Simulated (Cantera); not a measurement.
Input: 1 mol CuO, 1.4 mol C, 0.33 mol N2, held at 75.0 mbar.

Equilibrium computed with Cantera from the NASA thermochemical tables; the gas is ideal and each condensed phase is pure. Candidate condensed phases: C, Cu, CuO, Cu2O; 27 gas species. The numbers say what is thermodynamically allowed, not how fast it happens.

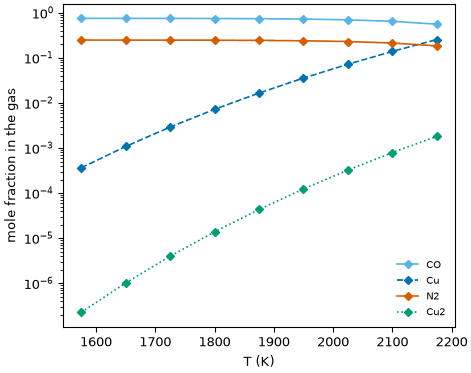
Equilibrium gas composition (values under 1e-9 drawn at 1e-9)

From 1575 K to 2175 K the condensed part is C(graphite) + Cu(l). The main Cu-bearing gas is Cu throughout. The share of Cu in condensed phases is highest at 1575 K (100.0 %) and lowest at 2175 K (53.7 %).
